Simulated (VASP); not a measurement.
Band structure of TaS2 (relaxed from the CdCl2 structure, space group R-3m). Computed with PBEsol GGA, VASP's PBE PAW potentials (set 64) (plane waves; VASP).

Unless said otherwise, spin-orbit coupling is left out, though it shifts the bands of the heavy elements here.

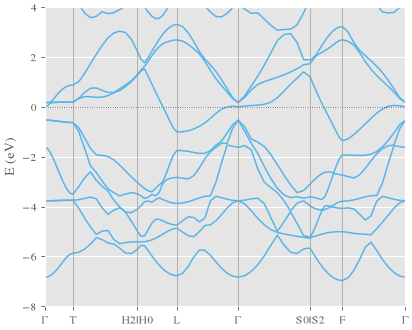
Figure: Bands along high-symmetry lines, zero at the valence-band maximum or, without a gap, the Fermi level

Q: Read the plot: is there a gap, and where are the band edges?

A: It has no gap at this level: it comes out as a metal or semimetal. (Edges off the drawn lines would not show.)

The structure was generated: TaS2 was put into the CdCl2 type (R-3m), which need not be its known phase. It was relaxed first, which changed the volume by -11 %. The electron count is odd and the run is not spin-polarised, which forces a metal.
